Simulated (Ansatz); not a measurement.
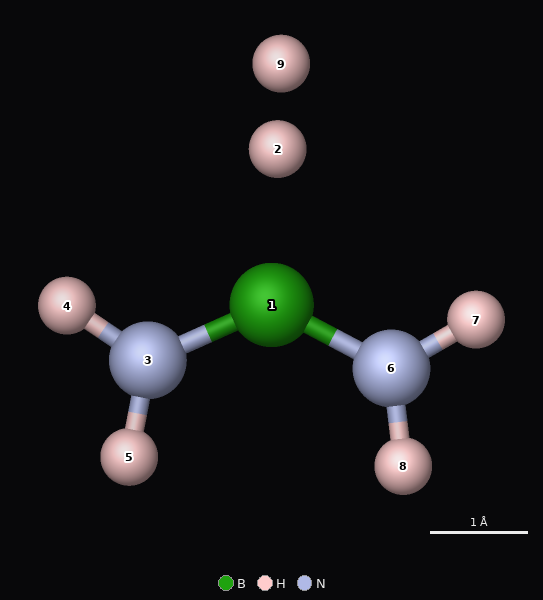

The input geometry (ball-and-stick view, seen on its broad side; atoms are numbered from 1 in the order of the input).

## Frequency calculation, with input and output: BN$_{2}$H$_{6}$

BN$_{2}$H$_{6}$, multiplicity 2, computed with UKS PBE/6-31G* (Ansatz 0.2.0).

It belongs to a series of runs on one base structure; here: vibrations at the highest image of the band. Figures and captions count atoms from 1; the log counts them from 0 in places.

Input
```yaml
crystal:
  periodic: [false, false, false]
  atoms:
    - { symbol: B, position_ang: [0.00249, -0.011352, -0.150941] }
    - { symbol: H, position_ang: [-0.002457, -0.461523, 1.406465] }
    - { symbol: "N", position_ang: [1.266884, 0.085541, -0.768233] }
    - { symbol: H, position_ang: [2.126586, -0.098847, -0.260624] }
    - { symbol: H, position_ang: [1.424763, 0.356569, -1.740778] }
    - { symbol: "N", position_ang: [-1.263769, 0.226466, -0.723832] }
    - { symbol: H, position_ang: [-2.123687, 0.117564, -0.195191] }
    - { symbol: H, position_ang: [-1.422469, 0.498618, -1.696091] }
    - { symbol: H, position_ang: [-0.008341, -0.713036, 2.259223] }
magnetization:
  spin_polarized: true
  initial_magnetization: 1
basis:
  gaussian: { orbitals: "6-31G*" }
hamiltonian:
  xc: pbe
phonons: {}
```

Hardware: 1 thread of Arm Neoverse V2, 24 GiB of memory available, shared host.

Run as:
```bash
ansatz run input.yaml --threads 1 --pin off --max-ram 2048MiB --backend cpu --events-out ev --progress --plain --runs-dir out
```

What the program printed
```
Engine: ansatz 0.2.0, aarch64-unknown-linux-gnu
Functional definition: PBE
  parameter kappa = 0.804
  parameter beta = 0.06672455060314922
  exchange = pbe_x(kappa = kappa, mu = beta*pi^2/3)
  correlation = pbe_c(beta = beta)
777 factors; their error is unknown
mean field evaluation 1: about -3736.9806 eV, gradient 5.3e1 eV
mean field evaluation 2: about -3703.3452 eV, gradient 9.0e1 eV
mean field evaluation 4: about -3747.8278 eV, gradient 4.7e0 eV
mean field evaluation 8: about -3747.9096 eV, gradient 1.7e-1 eV
mean field evaluation 16: about -3747.9097 eV, gradient 1.2e-5 eV
mean field -3747.90971010 eV, -137.7331414218 hartree, gradient 1.2e-5 eV, S^2 0.755723; 0 other end points of the search recorded, 0 dependent functions left out
the calculation of the forces begins
reference -3747.90973630 eV, -137.7331423845 hartree; 13, 12 occupied and 44, 45 virtual orbitals, 777 factors
these checks for a lower state are left out or cut short: stability, starts, cluster_reference, orbital_swaps, neighbouring_geometries, increment
777 factors; their error is unknown
mean field -3747.90952233 eV, -137.7331345213 hartree, gradient 2.1e-6 eV, S^2 0.755723; 0 other end points of the search recorded, 0 dependent functions left out
[... from here on the field's lines of each further geometry are left out, up to the last ...]
the calculation of the forces begins
reference -3747.90968953 eV, -137.7331406659 hartree; 13, 12 occupied and 44, 45 virtual orbitals, 777 factors
these checks for a lower state are left out or cut short: stability, starts, cluster_reference, orbital_swaps, neighbouring_geometries, increment
777 factors; their error is unknown
mean field -3747.90968645 eV, -137.7331405527 hartree, gradient 2.6e-6 eV, S^2 0.755699; 0 other end points of the search recorded, 0 dependent functions left out
the calculation of the forces begins
reference -3747.90971264 eV, -137.7331415149 hartree; 13, 12 occupied and 44, 45 virtual orbitals, 777 factors
WARN: phonons: modes at or below zero, which the zero-point energy, F, S and C_V leave out: 1, the lowest at -643.00 cm⁻¹. A minimum has none, and a first-order saddle one
Total energy: -3747.90973630 eV, -137.7331423845 hartree
Atom 0 at     0.002490    -0.011352    -0.150941 Å, force     0.001482     0.003142    -0.015118 eV/Å
Atom 1 at    -0.002457    -0.461523     1.406465 Å, force     0.003465    -0.002955     0.009022 eV/Å
Atom 2 at     1.266884     0.085541    -0.768233 Å, force    -0.009324    -0.000277     0.019178 eV/Å
Atom 3 at     2.126586    -0.098847    -0.260624 Å, force     0.000306    -0.001810    -0.002187 eV/Å
Atom 4 at     1.424763     0.356569    -1.740778 Å, force    -0.001367     0.000325    -0.002603 eV/Å
Atom 5 at    -1.263769     0.226466    -0.723832 Å, force     0.000761    -0.001967    -0.013815 eV/Å
Atom 6 at    -2.123687     0.117564    -0.195191 Å, force     0.006829    -0.000698     0.007357 eV/Å
Atom 7 at    -1.422469     0.498618    -1.696091 Å, force    -0.001591     0.001811     0.002876 eV/Å
Atom 8 at    -0.008341    -0.713036     2.259223 Å, force    -0.000560     0.002429    -0.004709 eV/Å
Dipole moment:     0.000245     0.142236    -0.504774 e Å
Vibrations: -643.00 124.02 156.60 247.79 303.85 339.51 343.79 566.42 812.36 906.76 1057.38 1096.81 1111.42 1444.28 1597.85 1606.35 2036.20 3446.75 3452.14 3598.39 3599.10 cm⁻¹, zero-point energy 1.726342 eV
```

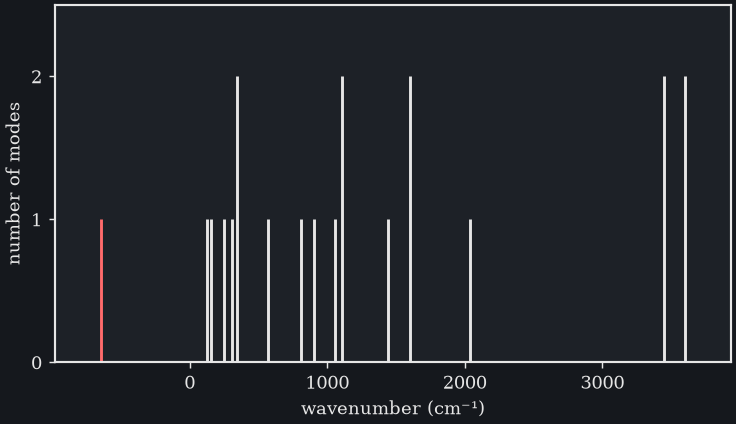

Harmonic vibrational wavenumbers from the force constants; neighbouring modes closer than 19 cm⁻¹ are counted in one stick, and imaginary ones are drawn at negative wavenumbers. 21 modes from 643i to 3599 cm⁻¹, 1 imaginary beyond 8i (643i cm⁻¹): a first-order saddle point, if the geometry is stationary.

Key numbers

| quantity | value |
| --- | --- |
| outcome | converged |
| total energy | −3747.9097 eV |
| mean-field energy | −3747.9097 eV |
| ⟨S²⟩ | 0.756 |
| largest force (length of the vector) | 0.021 eV/Å |
| wall time | 59 s |
| peak memory | 0.11 GiB |
